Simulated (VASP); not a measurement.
Band structure of Ga$_{2}$In$_{2}$N$_{4}$ (ordered alloy cell). These are PBEsol GGA, VASP's PBE PAW potentials (set 64) (plane waves; VASP) values and carry that method's errors.

Unless said otherwise, spin-orbit coupling is left out, though it shifts the bands of the heavy elements here.

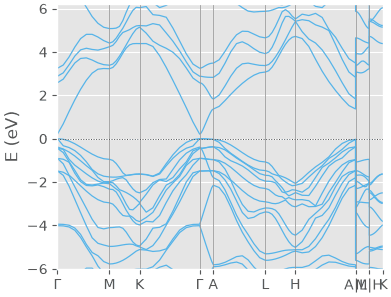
Bands along high-symmetry lines, zero at the valence-band maximum or, without a gap, the Fermi level

Q: Read the plot: is there a gap, and where are the band edges?

A: The gap is direct, 0.21 eV, from the valence maximum at Γ to the conduction minimum at Γ. (Edges off the drawn lines would not show.)

The structure was generated: Ga2In2N4 was put into an ordered model structure (P3m1), which need not be its known phase. It was relaxed first.
